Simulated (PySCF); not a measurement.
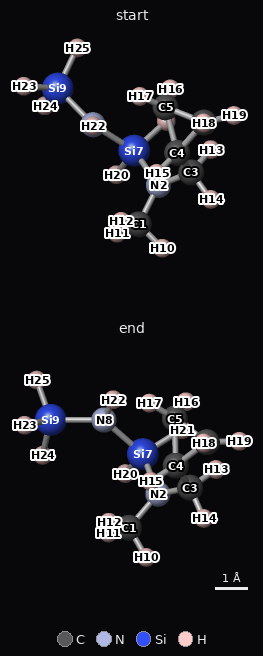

The structure of C5H16N2Si2 before (top) and after (bottom) a relaxation, at one scale.

The picture is a ball-and-stick view, seen from a free direction.

The start comes from GFN2-xTB. Its atoms were then displaced at random by about 0.01 Å.

Theory: PBE0-D3(BJ)/def2-SVP geometry optimisation, gas phase (PySCF). 

Q: What changed between the two?

A: After 17 geometry steps the energy has fallen by 31.8 kJ/mol. An H atom moves most after the best rigid fit: 1.51 Å. Largest moves by element: H 1.51 Å, N 0.71 Å, Si 0.63 Å, C 0.46 Å. Some distances before and after: H–Si 1.437 → 1.499 Å, H–Si 1.459 → 1.493 Å, C–H 1.075 → 1.108 Å, N–Si 1.708 → 1.736 Å. Bond angles that change, for instance: N–Si–H 105.3° → 111.8°, H–Si–H 111.1° → 106.7°, N–Si–N 113.1° → 117.3°. Groups turn about N–Si by about 65°, N–Si by about 35°. Cost: 8.2 min on 1 thread of Arm Neoverse V1 (shared host).
